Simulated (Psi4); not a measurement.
# SnNH2F (SMILES [NH2][Sn][F]) at r2SCAN/def2-SVP (core potential)

What is the energy change on altering one bond length of SnNH2F at r2SCAN/def2-SVP (core potential)? 

The results are computed with Psi4 1.11.

4 further runs of the same task are left out: 4 that didn't finish.

### Step 1. The system as given

SnNH2F: 5 atoms, total charge 0, spin state singlet. As SMILES, `[NH2][Sn][F]`. Geometry: relaxed at PBE0-D4/def2-TZVP. This is one conformer, not always the lowest.

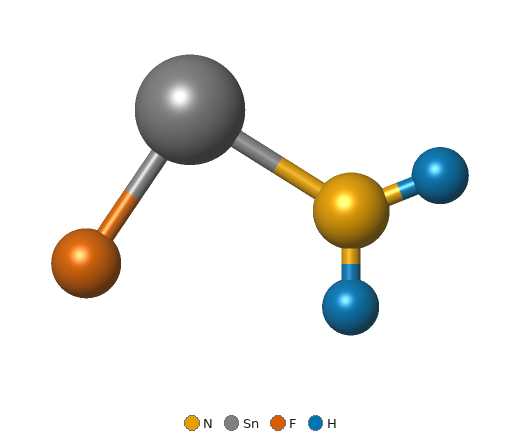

The structure, seen from a chosen angle (nitrogen amber, tin grey, fluorine orange, hydrogen blue).

### Step 2. A single-point energy at r2SCAN/def2-SVP (core potential)

calc.dat

```
memory 1600 mb

molecule {
  N     -0.57239804     0.93635929    -0.74322928
  Sn     0.64042818    -0.10147829     2.68945822
  F      1.82717619    -3.35596462     1.42542042
  H     -1.41124747     2.58760198    -1.18882671
  H     -0.38966153    -0.20579117    -2.26124628
  units au
  symmetry c1
}

set {
  basis                def2-SVP
  puream               true
  e_convergence        1e-09
  d_convergence        1e-08
  scf_type             pk
  dft_radial_points    99
  dft_spherical_points 590
}

e, wfn = energy("r2scan", return_wfn=True)
oeprop(wfn, "LOWDIN_CHARGES", "MULLIKEN_CHARGES", "DIPOLE", title="R2SCAN")
```

On the command line:

```console
$ psi4 -n 1 calc.dat calc.out
```

calc.out, cut to the lines that bear on the results:

```text
[...]
    !!!  WARNING: ECP capability is in beta. Please check occupations closely.  !!!
[...]
  Running in c1 symmetry.
[...]
  Nuclear repulsion =  125.308125082979871
[...]
  Multiplicity = 1
[...]
  Nalpha       = 20
  Nbeta        = 20
[...]
    Number of basis functions: 64
[...]
   @RKS iter   1:  -369.59525738709311   -1.27362e+00   1.55452e-02 ADIIS/DIIS
[...]
   @RKS iter  12:  -370.02959655585920   -3.06954e-12   6.04705e-09 DIIS
[...]
    Orbital Energies [Eh]
    ---------------------
    Doubly Occupied:
       1A    -24.410428     2A    -14.158300     3A     -5.038304
       4A     -3.382112     5A     -3.377479     6A     -3.372490
       7A     -1.040885     8A     -0.970223     9A     -0.966914
      10A     -0.962731    11A     -0.959407    12A     -0.943754
      13A     -0.779703    14A     -0.452060    15A     -0.445762
      16A     -0.338923    17A     -0.307902    18A     -0.300375
      19A     -0.243555    20A     -0.233926
[...]
  @RKS Final Energy:  -370.02959655585920
   => Energetics <=
    Nuclear Repulsion Energy =            125.3081250829798705
    One-Electron Energy =                -842.2101869597184987
    Two-Electron Energy =                 383.1244383809212195
    DFT Exchange-Correlation Energy =     -36.2519730600418271
    Empirical Dispersion Energy =           0.0000000000000000
    VV10 Nonlocal Energy =                  0.0000000000000000
    Total Energy =                       -370.0295965558592002
[...]
 Multipole Moments:
 ------------------------------------------------------------------------------------
     Multipole            Electronic (a.u.)      Nuclear  (a.u.)        Total (a.u.)
 ------------------------------------------------------------------------------------
 L = 1.  Multiply by 2.5417464519 to convert [e a0] to [Debye]
 Dipole X            :          1.0626715           -1.5252481           -0.4625766
 Dipole Y            :          8.8981157           -7.9012869            0.9968289
 Dipole Z            :         23.2570564          -23.3249492           -0.0678928
 Magnitude           :                                                    1.1010242
[...]
  Mulliken Charges: (a.u.)
   Center  Symbol    Alpha    Beta     Spin     Total
       1     N     3.73252  3.73252  0.00000 -0.46503
       2    SN    10.67637 10.67637  0.00000  0.64726
       3     F     4.73115  4.73115  0.00000 -0.46231
       4     H     0.43175  0.43175  0.00000  0.13650
       5     H     0.42821  0.42821  0.00000  0.14359
   Total alpha = 20.00000, Total beta = 20.00000, Total charge =  0.00000
  Lowdin Charges: (a.u.)
   Center  Symbol    Alpha    Beta     Spin     Total
       1     N     3.62086  3.62086  0.00000 -0.24172
[...]
```

Wall time 38 s (1 thread of Intel Xeon Platinum 8259CL at 2.50GHz (Skylake/Cascade Lake), shared host); peak memory 0.79 GiB.

### Step 3. The distorted shape: energy and forces at r2SCAN/def2-SVP (core potential)

input.in

```
memory 1600 MB

molecule {
  N
  Sn 1 r2
  F 2 r3 1 a3
  H 1 r4 2 a4 3 d4
  H 1 r5 4 a5 2 d5

  r2 = 2.003297
  r3 = 1.951354
  a3 = 91.96185
  r4 = 1.8145
  a4 = 126.21502
  d4 = 179.99042
  r5 = 1.009921
  a5 = 112.01586
  d5 = 179.99011
  symmetry c1
  no_reorient
  no_com
}

set globals {
  puream true
  e_convergence 1e-09
  d_convergence 1e-08
  scf_type pk
  dft_radial_points 99
  dft_spherical_points 590
}

e_tot, wfn = gradient('r2scan/def2-SVP', return_wfn=True)
oeprop(wfn, 'LOWDIN_CHARGES', 'MULLIKEN_CHARGES', 'WIBERG_LOWDIN_INDICES', title='R2SCAN')
print_variables()
```

On the command line:

```console
$ psi4 -i input.in -o input.out -n 1
```

input.out, cut to the lines that bear on the results:

```text
[...]
    !!!  WARNING: ECP capability is in beta. Please check occupations closely.  !!!
[...]
  Running in c1 symmetry.
[...]
  Nuclear repulsion =  122.509575483864268
[...]
  Multiplicity = 1
[...]
  Nalpha       = 20
  Nbeta        = 20
[...]
    Number of basis functions: 64
[...]
   @RKS iter   1:  -369.25694040108249   -1.17499e+00   1.70924e-02 ADIIS/DIIS
[...]
   @RKS iter  14:  -369.89066581554664   -9.09495e-13   5.13612e-09 DIIS
[...]
  @RKS Final Energy:  -369.89066581554664
   => Energetics <=
    Nuclear Repulsion Energy =            122.5095754838642677
    One-Electron Energy =                -836.4793751770246217
    Two-Electron Energy =                 380.1374504883843315
    DFT Exchange-Correlation Energy =     -36.0583166107706248
    Empirical Dispersion Energy =           0.0000000000000000
    VV10 Nonlocal Energy =                  0.0000000000000000
    Total Energy =                       -369.8906658155466403
[...]
 Multipole Moments:
 ------------------------------------------------------------------------------------
     Multipole            Electronic (a.u.)      Nuclear  (a.u.)        Total (a.u.)
 ------------------------------------------------------------------------------------
 L = 1.  Multiply by 2.5417464519 to convert [e a0] to [Debye]
 Dipole X            :          0.0002755           -0.0003674           -0.0000919
 Dipole Y            :         15.1895291          -14.2439593            0.9455698
 Dipole Z            :         19.8300774          -20.1386219           -0.3085445
 Magnitude           :                                                    0.9946366
[...]
  -Total Gradient:
     Atom            X                  Y                   Z
    ------   -----------------  -----------------  -----------------
       1        0.000008920350    -0.072245558265     0.038792523608
       2        0.000000884771    -0.014634372426    -0.011853035246
       3       -0.000000749218     0.008481099821     0.002415497207
       4       -0.000011475242     0.071112387842    -0.048009087208
       5        0.000002380576     0.006964868651     0.018694813235
[...]
```

Run time: 52 s. Hardware: 1 thread of Intel Xeon Platinum 8259CL at 2.50GHz (Skylake/Cascade Lake), shared host; peak memory 0.76 GiB.

### Step 4. What came out

Level: r2SCAN/def2-SVP (core potential).

```
                                                         quantity          value
                                        first shape: total energy  -370.02960 Eh
                                       first shape: dipole moment         2.80 D
                                         first shape: HOMO energy       -6.37 eV
                                         first shape: LUMO energy       -2.25 eV
                                       first shape: HOMO–LUMO gap        4.11 eV
                                    distorted shape: total energy  -369.89067 Eh
                                   distorted shape: dipole moment         2.53 D
                                     distorted shape: HOMO energy       -6.27 eV
                                     distorted shape: LUMO energy       -3.78 eV
                                   distorted shape: HOMO–LUMO gap        2.49 eV
                        distorted shape: largest force on an atom     4.412 eV/Å
energy change with the N1–H4 bond stretched from 1.008 to 1.815 Å       3.780 eV
```

**Reading.** One bond (distorted shape) is far stretched, which a spin-restricted single reference describes badly; a broken-symmetry solution may lie lower. With the N1–H4 bond stretched from 1.008 to 1.815 Å the energy rises by 3.78 eV (365 kJ/mol). The first shape isn't relaxed at this level, so the change isn't measured from a minimum. A restricted reference can't describe the breaking bond well at this length. Mulliken charges (distorted shape) run from -0.48 on N1 to +0.66 on Sn2; they depend strongly on the basis.
